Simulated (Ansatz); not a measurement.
# Ca2SnO3: one candidate of a structure search

Where does this trial cell of Ca2SnO3 go when cell and atoms are let free?

Program: Ansatz 0.2.0. Level of theory: DFT PBE, scalar-relativistic, plane waves, PAW. These are calculated values, not measurements.

### Step 1. The starting structure

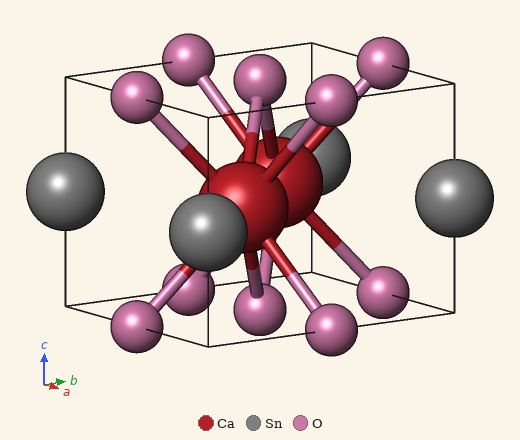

The starting structure, seen slightly off an axis (calcium red, tin grey, oxygen pink). Atoms on the faces are drawn again on the opposite ones.

Structure file:

```
Ca Sn O
1.0
     5.80062    0.00000    0.00000
    -2.90031    5.02348    0.00000
     0.00000    0.00000    3.40062
Ca Sn O
2 1 3
Direct
  0.66667 0.33333 0.50000
  0.33333 0.66667 0.50000
  0.00000 0.00000 0.50000
  0.00000 0.50000 0.00000
  0.50000 0.50000 0.00000
  0.50000 0.00000 0.00000
```

Recipe of the guess: species swapped into a database cell of DyB2Rh3 (P6/mmm, No. 191), with Sn on the Dy sites, Ca on the B sites and O on the Rh sites. Lengths come from tabulated atomic sizes and are only a guess.

### Step 2. A first look at the guess

Input file input.yaml:

```yaml
crystal:
  lattice:
    - [5.80061818, 0.0, 0.0]
    - [-2.90030909, 5.0234827, 0.0]
    - [0.0, 0.0, 3.40062324]
  atoms:
    - { symbol: Ca, position: [0.66666667, 0.33333333, 0.5] }
    - { symbol: Ca, position: [0.33333333, 0.66666667, 0.5] }
    - { symbol: Sn, position: [0.0, 0.0, 0.5] }
    - { symbol: O, position: [0.0, 0.5, 0.0] }
    - { symbol: O, position: [0.5, 0.5, 0.0] }
    - { symbol: O, position: [0.5, 0.0, 0.0] }
basis:
  ecutwfc: 420
kpoints:
  mp_grid: { grid: [3, 3, 6] }
hamiltonian:
  xc: pbe
scf:
  occupations: { method: gaussian, width: 0.1 }
  lower_state_search: "off"
output:
  forces: true
  stress: true
  eigenvalues: true
```

The run is started by

```bash
> ansatz run input.yaml --threads 1 --pin off --max-ram 2560MiB --backend cpu --events-out ev --progress --plain --runs-dir out
```

The program printed (excerpt; [...] marks lines left out):

```text
[...]
SCF converged after 6 iterations
Free energy (F): -11362.209991 eV
[...]
E sigma→0 (E₀):  -11362.202507 eV
Entropy (-TS):   -0.014967 eV (-2.495 meV/atom)
Fermi energy:    7.540471 eV
[...]
--- Forces (eV/Å), atoms counted from 1 ---
  atom   1  Ca     0.00000000    -0.00000000    -0.00000000
  atom   2  Ca     0.00000000     0.00000000     0.00000000
  atom   3  Sn     0.00000000    -0.00000000     0.00000000
  atom   4  O      0.00000000     0.00000000     0.00000000
  atom   5  O     -0.00000000     0.00000000     0.00000000
  atom   6  O      0.00000000     0.00000000     0.00000000
[...]
--- Stress (GPa, compression-positive) ---
        5.712711       0.000000       0.000000
        0.000000       5.712711      -0.000000
        0.000000      -0.000000     -20.320710
  P = ⅓ Tr σ = -2.9651 GPa (-29.651 kbar)
--- Band table (eV; the first three rows and the last of 12) ---
[...]
```

It took 5.3 s on 1 thread of Intel Xeon at 2.50GHz (Skylake/Cascade Lake), shared host; peak memory 0.38 GiB.

From the probe: pressure -3.0 GPa, largest force 0.00 eV/Å, gap on this mesh none (metal). The relaxation goes to the converged mesh at once.

### Step 3. Relaxation on the finer mesh

input.yaml: that of step 2 with these lines changed.

```diff
@@ -15,3 +15,3 @@
 kpoints:
-  mp_grid: { grid: [3, 3, 6] }
+  mp_grid: { grid: [6, 6, 12] }
 hamiltonian:
@@ -20,3 +20,2 @@
   occupations: { method: gaussian, width: 0.1 }
-  lower_state_search: "off"
 output:
@@ -25 +24,6 @@
   eigenvalues: true
+relax:
+  adjacent_minimum: "off"
+  f_tol: 0.01
+  max_steps: 80
+  cell: { stress_tol: 0.05 }
```

The run is started by

```bash
> ansatz run input.yaml --threads 1 --pin off --max-ram 2560MiB --backend cpu --events-out ev --progress --plain --runs-dir out
```

The program printed:

```text
Warning: RAYON_NUM_THREADS=1 ignored (pool sized by the plan → 1); use --threads N
Engine: ansatz 0.2.0, x86_64-unknown-linux-gnu
Pseudopotentials: kind: paw
Pseudopotential: Ca, paw, valence charge 10, recommended cutoff 420 eV (normal), Ca.paw.azcp
Pseudopotential: Sn, paw, valence charge 14, recommended cutoff 420 eV (normal), Sn.paw.azcp
Pseudopotential: O, paw, valence charge 6, recommended cutoff 420 eV (normal), O.paw.azcp
Functional definition: PBE
  parameter kappa = 0.804
  parameter beta = 0.06672455060314922
  exchange = pbe_x(kappa = kappa, mu = beta*pi^2/3)
  correlation = pbe_c(beta = beta)
Crystal: 6 atoms, lattice volume = 99.092 Å³
Basis set: ecut = 420 eV, 1931 PW (Γ), exchange–correlation on 80×80×48 points (8 copies of the dense FFT grid, shifted against one another)
Bands: 32, of which v1, the nominal top of the filled ones, is band 26 counted from 1 (25 counted from 0)
Symmetry: 24 space group operations
Space group: P6/mmm (ITA 191), of the structure as read, at distance tolerance 4.6e-5 Å
k-points: 49 of 432
Non-local potential: Ca, projectors of the file, l = 0: 3, l = 1: 2, l = 2: 2
Non-local potential: Sn, projectors of the file, l = 0: 2, l = 1: 2, l = 2: 2, l = 3: 2
Non-local potential: O, projectors of the file, l = 0: 2, l = 1: 2, l = 2: 1
PAW form: soft (Blöchl's): semilocal exchange-correlation on the pseudo side does not see the compensation charge
PAW one-centre angular grid: Ca, 110 points (default); XC on 64 Gauss nodes
PAW one-centre angular grid: Sn, 590 points (default); XC on 64 Gauss nodes
PAW one-centre angular grid: O, 110 points (default); XC on 64 Gauss nodes
Initial density: superposition of atomic densities (neutral atoms: chi_scale 0, normalization atom), corrected by the library's trained network
Initial wavefunctions: pseudopotential atomic-orbital guess
Functional: x = pbe(κ = 0.804, μ = 0.2195149727645171), c = pbe(β = 0.06672455060314922)
SCF iter   1: F=—  HF=-11362.247555 eV  |F-HF|=—  |Δ(HF+E_count)|=         —  Δρ=5.62e-3  dr2=2.98e-2  ethr=1.77e-3  ⟨swp⟩=9.8  Hψ=8016  notcnv=0
preconditioner: auto → Kerker (q_TF=auto, 2.450 Å⁻¹)  [metal: Δε(μ)=0.014 eV  Ē_g=16.133 eV  σ=0.100 eV  W_gap=0.08  n_scr=26 (ndim 8)  ℏωp=25.8 eV  f_vac=0.000  D(μ)=2.93/eV (n_scr^D=26)]
SCF iter   2: F=—  HF=-11362.245603 eV  |F-HF|=—  |Δ(HF+E_count)|=   1.95e-3  Δρ=2.45e-3  dr2=8.20e-3  ethr=5.74e-5  ⟨swp⟩=1.2  Hψ=1972  notcnv=0
SCF iter   3: F=—  HF=-11362.244494 eV  |F-HF|=—  |Δ(HF+E_count)|=   1.11e-3  Δρ=4.79e-4  dr2=4.66e-4  ethr=1.58e-5  ⟨swp⟩=1.8  Hψ=1570  notcnv=0  defer=4
SCF iter   4: F=—  HF=-11362.244422 eV  |F-HF|=—  |Δ(HF+E_count)|=   7.22e-5  Δρ=1.65e-4  dr2=5.02e-5  ethr=8.96e-7  ⟨swp⟩=2.1  Hψ=1899  notcnv=0  defer=4
SCF iter   5: F=—  HF=-11362.244357 eV  |F-HF|=—  |Δ(HF+E_count)|=   6.48e-5  Δρ=5.59e-5  dr2=6.01e-6  ethr=9.65e-8  ⟨swp⟩=2.1  Hψ=2570  notcnv=0  defer=4
SCF iter   6: F=—  HF=-11362.244357 eV  |F-HF|=—  |Δ(HF+E_count)|=   3.70e-7  Δρ=1.81e-5  dr2=4.63e-7  ethr=1.16e-8  ⟨swp⟩=2.1  Hψ=2448  notcnv=0  defer=4
SCF iter   7: F=-11362.244357 eV  HF=-11362.244357 eV  |F-HF|=3.06e-9  |Δ(HF+E_count)|=   2.41e-8  Δρ=6.45e-6  dr2=5.24e-8  ethr=1.92e-10  ⟨swp⟩=10.3  Hψ=7520  notcnv=0
SCF 1 converged in 7 iterations: F = -11362.244357 eV  dr2 = 5.24e-8
relax step   1: F+E_penalty+E_count = -11362.24435671 eV  Δ(F+E_penalty+E_count) = +0.000e0 eV  max|allowed force component| = 8.095e-18 eV/Å  Δτ_max = 0.0000 Å  P = -2.964 GPa  Ω = 99.092 Å³  (7 SCF iters, dr2 threshold 1.00e-7 eV, accepted)
Crystal: 6 atoms, lattice volume = 97.933 Å³
Initial density: handed on by an earlier stage of this run
Initial wavefunctions: those handed on with the density
iter 1 solved again at ethr=1.96e-4 eV; its pass at ethr=3.10e-3 eV (dr2=1.02e-1 eV) is discarded
SCF iter   1: F=—  HF=-11362.831763 eV  |F-HF|=—  |Δ(HF+E_count)|=         —  Δρ=8.21e-3  dr2=1.04e-1  ethr=1.96e-4  ⟨swp⟩=1.4  Hψ=9044  notcnv=0
preconditioner: auto → Kerker (q_TF=auto, 2.455 Å⁻¹)  [metal: Δε(μ)=0.033 eV  Ē_g=16.392 eV  σ=0.100 eV  W_gap=0.18  n_scr=32 (ndim 8)  ℏωp=26.0 eV  f_vac=0.000  D(μ)=2.94/eV (n_scr^D=26)]
SCF iter   2: F=—  HF=-11362.820879 eV  |F-HF|=—  |Δ(HF+E_count)|=   1.09e-2  Δρ=4.05e-3  dr2=3.17e-2  ethr=1.96e-4  ⟨swp⟩=1.0  Hψ=1568  notcnv=0
SCF iter   3: F=—  HF=-11362.815548 eV  |F-HF|=—  |Δ(HF+E_count)|=   5.33e-3  Δρ=9.18e-4  dr2=2.22e-3  ethr=6.09e-5  ⟨swp⟩=1.0  Hψ=1568  notcnv=0
SCF iter   4: F=—  HF=-11362.815112 eV  |F-HF|=—  |Δ(HF+E_count)|=   4.36e-4  Δρ=2.42e-4  dr2=8.22e-5  ethr=4.26e-6  ⟨swp⟩=2.1  Hψ=2222  notcnv=0
SCF iter   5: F=—  HF=-11362.815099 eV  |F-HF|=—  |Δ(HF+E_count)|=   1.23e-5  Δρ=6.89e-5  dr2=4.26e-6  ethr=1.58e-7  ⟨swp⟩=2.3  Hψ=2779  notcnv=0
SCF iter   6: F=-11362.815101 eV  HF=-11362.815101 eV  |F-HF|=1.26e-7  |Δ(HF+E_count)|=   1.28e-6  Δρ=1.71e-5  dr2=2.90e-7  ethr=1.15e-9  ⟨swp⟩=8.6  Hψ=7339  notcnv=0
SCF 2 converged in 6 iterations: F = -11362.815101 eV  dr2 = 2.90e-7
relax step   2: F+E_penalty+E_count = -11362.81510065 eV  Δ(F+E_penalty+E_count) = -5.707e-1 eV  max|allowed force component| = 5.782e-18 eV/Å  Δτ_max = 0.0000 Å  P = -1.077 GPa  Ω = 97.933 Å³  energy of the carried Pulay correction = +2.469e-3 eV  (6 SCF iters, dr2 threshold 6.00e-7 eV, accepted)
Crystal: 6 atoms, lattice volume = 96.879 Å³
Basis set: ecut = 420 eV, 1925 PW (Γ), exchange–correlation on 80×80×48 points (8 copies of the dense FFT grid, shifted against one another)
iter 1 solved again at ethr=4.28e-5 eV; its pass at ethr=3.10e-3 eV (dr2=2.22e-2 eV) is discarded
SCF iter   1: F=—  HF=-11362.972321 eV  |F-HF|=—  |Δ(HF+E_count)|=         —  Δρ=5.33e-3  dr2=2.45e-2  ethr=4.28e-5  ⟨swp⟩=2.0  Hψ=9424  notcnv=0
preconditioner: auto → Kerker (q_TF=auto, 2.460 Å⁻¹)  [metal: Δε(μ)=0.012 eV  Ē_g=16.523 eV  σ=0.100 eV  W_gap=0.07  n_scr=32 (ndim 8)  ℏωp=26.1 eV  f_vac=0.000  D(μ)=4.17/eV (n_scr^D=32)]
SCF iter   2: F=—  HF=-11362.969218 eV  |F-HF|=—  |Δ(HF+E_count)|=   3.10e-3  Δρ=2.95e-3  dr2=9.31e-3  ethr=4.28e-5  ⟨swp⟩=1.0  Hψ=1568  notcnv=0
SCF iter   3: F=—  HF=-11362.967165 eV  |F-HF|=—  |Δ(HF+E_count)|=   2.05e-3  Δρ=5.79e-4  dr2=4.47e-4  ethr=1.79e-5  ⟨swp⟩=2.6  Hψ=2405  notcnv=0
SCF iter   4: F=—  HF=-11362.967133 eV  |F-HF|=—  |Δ(HF+E_count)|=   3.15e-5  Δρ=1.67e-4  dr2=2.78e-5  ethr=8.60e-7  ⟨swp⟩=2.6  Hψ=2504  notcnv=0
SCF iter   5: F=—  HF=-11362.967145 eV  |F-HF|=—  |Δ(HF+E_count)|=   1.19e-5  Δρ=6.34e-5  dr2=4.66e-6  ethr=5.35e-8  ⟨swp⟩=2.3  Hψ=2567  notcnv=0
SCF iter   6: F=-11362.967147 eV  HF=-11362.967147 eV  |F-HF|=2.07e-7  |Δ(HF+E_count)|=   1.60e-6  Δρ=1.29e-5  dr2=3.27e-7  ethr=1.15e-9  ⟨swp⟩=5.8  Hψ=7988  notcnv=0
SCF 3 converged in 6 iterations: F = -11362.967147 eV  dr2 = 3.27e-7
relax step   3: F+E_penalty+E_count = -11362.96714653 eV  Δ(F+E_penalty+E_count) = -1.520e-1 eV  max|allowed force component| = 2.120e-18 eV/Å  Δτ_max = 0.0000 Å  P = +1.130 GPa  Ω = 96.879 Å³  energy of the carried Pulay correction = +4.738e-3 eV  (6 SCF iters, dr2 threshold 6.00e-7 eV, accepted)
[... 11 lines left out ...]
relax step   4: F+E_penalty+E_count = -11362.96994031 eV  Δ(F+E_penalty+E_count) = -2.794e-3 eV  max|allowed force component| = 2.518e-18 eV/Å  Δτ_max = 0.0000 Å  P = -0.021 GPa  Ω = 98.054 Å³  energy of the carried Pulay correction = +2.013e-3 eV  (6 SCF iters, dr2 threshold 6.00e-7 eV, accepted)
[... 12 lines left out ...]
relax step   5: F+E_penalty+E_count = -11362.98235992 eV  Δ(F+E_penalty+E_count) = -1.242e-2 eV  max|allowed force component| = 2.735e-18 eV/Å  Δτ_max = 0.0000 Å  P = +0.149 GPa  Ω = 98.054 Å³  stress off target by 3.41e-1 GPa  SCF on the basis re-selected at this cell (its energy is not comparable with the rows above)  (7 SCF iters)
[... 12 lines left out ...]
relax step   6: F+E_penalty+E_count = -11362.98238120 eV  Δ(F+E_penalty+E_count) = -2.128e-5 eV  max|allowed force component| = 1.843e-18 eV/Å  Δτ_max = 0.0000 Å  P = +0.016 GPa  Ω = 98.306 Å³  energy of the carried Pulay correction = -5.598e-4 eV  (6 SCF iters, dr2 threshold 2.91e-7 eV, accepted)
iter 1 solved again at ethr=1.77e-7 eV; its pass at ethr=3.10e-3 eV (dr2=9.22e-5 eV) is discarded
SCF iter   1: F=—  HF=-11362.982916 eV  |F-HF|=—  |Δ(HF+E_count)|=         —  Δρ=5.43e-5  dr2=1.29e-7  ethr=1.77e-7  ⟨swp⟩=3.1  Hψ=11858  notcnv=0
preconditioner: auto → Kerker (q_TF=auto, 2.454 Å⁻¹)  [metal: Δε(μ)=0.001 eV  Ē_g=16.459 eV  σ=0.100 eV  W_gap=0.00  n_scr=32 (ndim 8)  ℏωp=25.9 eV  f_vac=0.000  D(μ)=4.38/eV (n_scr^D=32)]
SCF iter   2: F=—  HF=-11362.982944 eV  |F-HF|=—  |Δ(HF+E_count)|=   2.84e-5  Δρ=2.74e-5  dr2=2.74e-8  ethr=2.49e-10  ⟨swp⟩=2.1  Hψ=2628  notcnv=0
SCF iter   3: F=—  HF=-11362.982951 eV  |F-HF|=—  |Δ(HF+E_count)|=   7.21e-6  Δρ=2.93e-6  dr2=9.88e-10  ethr=5.26e-11  ⟨swp⟩=2.0  Hψ=2502  notcnv=0
SCF iter   4: F=—  HF=-11362.982951 eV  |F-HF|=—  |Δ(HF+E_count)|=   7.01e-8  Δρ=3.28e-7  dr2=1.14e-10  ethr=1.90e-12  ⟨swp⟩=2.0  Hψ=2332  notcnv=0
iter 5 did not close the SCF: its close was put off for the readings that it lacked (scf_convergence_deferred on its scf_iter line)
SCF iter   5: F=-11362.982951 eV  HF=-11362.982951 eV  |F-HF|=1.82e-12  |Δ(HF+E_count)|=  3.47e-10  Δρ=9.77e-8  dr2=9.15e-12  ethr=1.00e-12  ⟨swp⟩=1.0  Hψ=1568  notcnv=0
SCF iter   6: F=-11362.982951 eV  HF=-11362.982951 eV  |F-HF|=5.46e-12  |Δ(HF+E_count)|=  1.82e-12  Δρ=1.85e-8  dr2=5.08e-13  ethr=1.00e-12  ⟨swp⟩=3.8  Hψ=5554  notcnv=0
SCF 7 converged in 6 iterations: F = -11362.982951 eV  dr2 = 5.08e-13
relax step   7: F+E_penalty+E_count = -11362.98295131 eV  Δ(F+E_penalty+E_count) = -5.701e-4 eV  max|allowed force component| = 1.843e-18 eV/Å  Δτ_max = 0.0000 Å  P = +0.026 GPa  Ω = 98.306 Å³  stress off target by 4.33e-2 GPa  SCF on the basis re-selected at this cell (its energy is not comparable with the rows above)  (6 SCF iters)
basis re-selected at this cell: Δ(F+E_penalty+E_count) = -5.701e-4 eV, ΔP = +0.010 GPa vs the last step (what re-selecting the basis moved, of the pressure what is left beyond the Pulay correction that the steps carried, after the strain that the cell walked since its last selection, with what the two solves' SCF thresholds leave and, on support functions, any second-order correction that the steps lacked; it is no measure of the basis error at this ecutwfc). This SCF's stress stands 4.33e-2 GPa from its target on what of the cell is left free (relax.cell.stress_tol is 5.00e-2 GPa) and its largest allowed force component is 1.84e-18 eV/Å (relax.f_tol is 1.00e-2 eV/Å): within both
SCF converged after 6 iterations
Free energy (F): -11362.982951 eV
Harris-Foulkes:  -11362.982951 eV  (|F-HF|=5.46e-12)
Internal energy: -11362.961028 eV  (E = F + TS)
E sigma→0 (E₀):  -11362.971990 eV
Entropy (-TS):   -0.021923 eV (-3.654 meV/atom)
Fermi energy:    7.080594 eV
--- Per-component energies (eV) ---
  E_band       = -343.886117
  E_kinetic    = 1266.161098
  E_local      = -3130.579605  (includes V_loc(G=0)·N_el)
  E_nonlocal   = 238.996091
  E_hartree    = 1294.344261
  E_xc         = -880.543490
  E_vxc        = -723.174894  (∫ρ·V_xc dr)
  E_paw        = -6322.334840  (= ΣΔE_a)
  E_vpaw       = -583.984447  (= ΣTr[D̂ρ^β])
  E_aug_tail   = 0.007111  (compensation charges beyond the density's cutoff)
  E_ewald      = -3829.011654
  E_smearing   = -0.021923  (= −TS)
  E_closure    = -0.000000  (closes the sum)
  Σ components = -11362.982951   (vs F -11362.982951, Δ=0.00e0)
--- Forces (eV/Å), atoms counted from 1 ---
  atom   1  Ca    -0.00000000     0.00000000     0.00000000
  atom   2  Ca     0.00000000    -0.00000000    -0.00000000
  atom   3  Sn     0.00000000     0.00000000     0.00000000
  atom   4  O     -0.00000000    -0.00000000     0.00000000
  atom   5  O      0.00000000     0.00000000     0.00000000
  atom   6  O      0.00000000    -0.00000000     0.00000000
  max |Σ_I F_I| component: 5.78e-19 eV/Å
--- Stress (GPa, compression-positive) ---
        0.043323      -0.000000      -0.000000
       -0.000000       0.043323       0.000000
       -0.000000       0.000000      -0.008766
  P = ⅓ Tr σ = 0.0260 GPa (0.260 kbar)
--- Band table (eV; the first three rows and the last of 49) ---
  k-point 0: bands = ["-30.0258", "-29.9790", "-15.0532", "-14.9369", "-14.9369", "-14.8282", "-14.8282", "-11.7817", "-11.7817", "-11.1104", "-11.1104", "-10.7245", "-10.6487", "-8.6262", "-7.4465", "-7.4465", "-0.6571", "4.1749", "4.1749", "4.5209", "6.5112", "6.5112", "6.8816", "7.0501", "7.0501", "7.0815", "9.4245", "9.4245", "12.2393", "14.1278", "14.1278", "14.5869"]
  k-point 1: bands = ["-30.0194", "-29.9732", "-15.0333", "-14.9361", "-14.9361", "-14.8349", "-14.8349", "-11.7489", "-11.7489", "-11.1018", "-11.1018", "-10.8657", "-10.7044", "-8.4885", "-7.4862", "-7.4862", "-0.5592", "4.2408", "4.2408", "4.6280", "6.4378", "6.4378", "6.8901", "6.9010", "6.9913", "6.9913", "9.4163", "9.4163", "12.3624", "13.7441", "14.2001", "14.2001"]
  k-point 2: bands = ["-30.0018", "-29.9573", "-14.9789", "-14.9340", "-14.9340", "-14.8532", "-14.8532", "-11.6557", "-11.6557", "-11.1894", "-11.0781", "-11.0781", "-10.8536", "-8.1721", "-7.5986", "-7.5986", "-0.2668", "4.4249", "4.4249", "4.9191", "6.2514", "6.2514", "6.4150", "6.8454", "6.8454", "6.9558", "9.3804", "9.3804", "11.4077", "13.2797", "14.3941", "14.3941"]
  k-point 48: bands = ["-29.9101", "-29.9101", "-14.9275", "-14.9275", "-14.9243", "-14.9243", "-14.7540", "-11.8146", "-11.8146", "-11.2241", "-11.0913", "-11.0913", "-10.9560", "-8.1461", "-7.6425", "-7.6425", "2.2035", "4.1187", "4.9714", "4.9714", "5.6782", "5.7845", "5.7845", "6.0411", "6.7239", "6.7239", "7.1657", "9.4922", "9.4922", "14.5368", "14.5368", "14.5683"]
--- Relaxed structure (5 steps of the walk, 5 accepted, 2 SCFs on fresh bases) ---
  F+E_penalty+E_count = -11362.98295131 eV   max|allowed force component| = 1.843e-18 eV/Å   (the final SCF, on the basis selected at the relaxed cell)
  cell:  # Å, volume = 98.3059 Å³
    - [6.0569464591910025, -3.2289599082157195e-33, 3.6212634484662274e-34]
    - [-3.0284732295955012, 5.245469503021614, -4.269543834966574e-18]
    - [1.8870866304646692e-34, -2.8902478328768685e-18, 3.094152078361297]
  atoms:
    - { symbol: Ca, position: [0.6666666666666666, 0.3333333333333333, 0.49999999999999994] }
    - { symbol: Ca, position: [0.3333333333333333, 0.6666666666666666, 0.49999999999999994] }
    - { symbol: Sn, position: [-7.222237291452134e-35, 0.0, 0.49999999999999994] }
    - { symbol: O, position: [-1.900774284094e-37, 0.5, 0.0] }
    - { symbol: O, position: [0.5, 0.5, 0.0] }
    - { symbol: O, position: [0.5, -1.7997814795774157e-34, 4.916199384193345e-38] }
```

Wall time 2.3 min (1 thread of Intel Xeon at 2.50GHz (Skylake/Cascade Lake), shared host); peak memory 0.47 GiB.

Relaxation path:

```
step  energy from step 1 (eV/cell)  largest force component (eV/Å)  pressure (GPa)  volume (Å³)
   1                        0.0000                          0.0000           -2.96        99.09
   2                       -0.5707                          0.0000           -1.08        97.93
   3                       -0.7228                          0.0000            1.13        96.88
   4                       -0.7256                          0.0000           -0.02        98.05
   5                       -0.7380                          0.0000            0.15        98.05
   6                       -0.7380                          0.0000            0.02        98.31
   7                       -0.7386                          0.0000            0.03        98.31
```

Step 1 is the start. Steps 5, 7 each repeat the geometry before them on a plane-wave basis chosen anew, so the energy can jump there without any move.

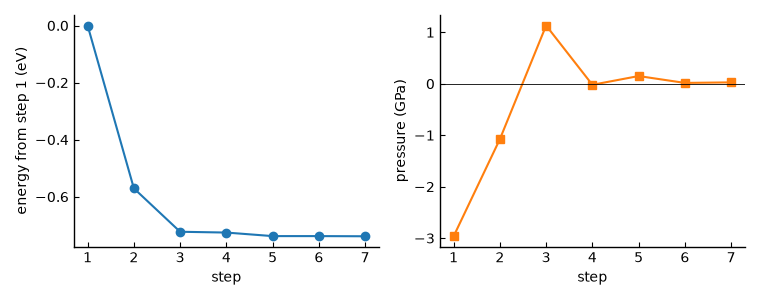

Energy and pressure along the relaxation.

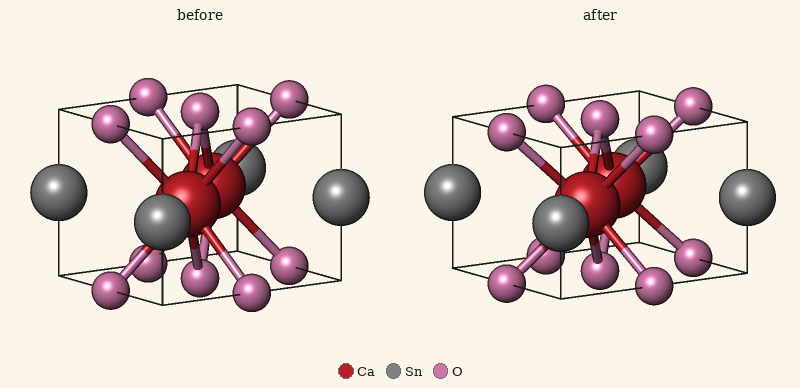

The structure before (left) and after (right) the relaxation, drawn at the same scale.

|  | before | after | change |
| --- | --- | --- | --- |
| a (Å) | 5.801 | 6.057 | +4.4 % |
| b (Å) | 5.801 | 6.057 | +4.4 % |
| c (Å) | 3.401 | 3.094 | -9.0 % |
| volume (Å³/atom) | 16.52 | 16.38 | -0.8 % |
| shortest distance (Å) | 2.386 | 2.335 | -2.2 % |
| space group (0.01 Å) | P6/mmm | P6/mmm | same |

The run keeps the 24 symmetry operations of the start, so it could not have lowered the symmetry.

### Step 4. Results

```
                                                                       quantity                                                                       value
                                         symmetry at the end (tolerance 0.05 Å)                                                space group P6/mmm (No. 191)
                                                              conventional cell  a = 6.057 Å, b = 6.057 Å, c = 3.094 Å, α = 90.00°, β = 90.00°, γ = 120.00°
                                                                         volume                                                               16.38 Å³/atom
energy over the elements (uncorrected; H, N, O, F and Cl as molecules), grey Sn                                                               -1.69 eV/atom
                                                                gap on the mesh                                                                none (metal)
```

The space group P6/mmm (No. 191) is kept, and the volume per atom shrinks by 0.8 % from the first guess. A negative formation energy is needed for stability but isn't enough; other structures and compounds were not set against it here. No finished test with a distortion of lower symmetry is shown, so the end may be a saddle point.
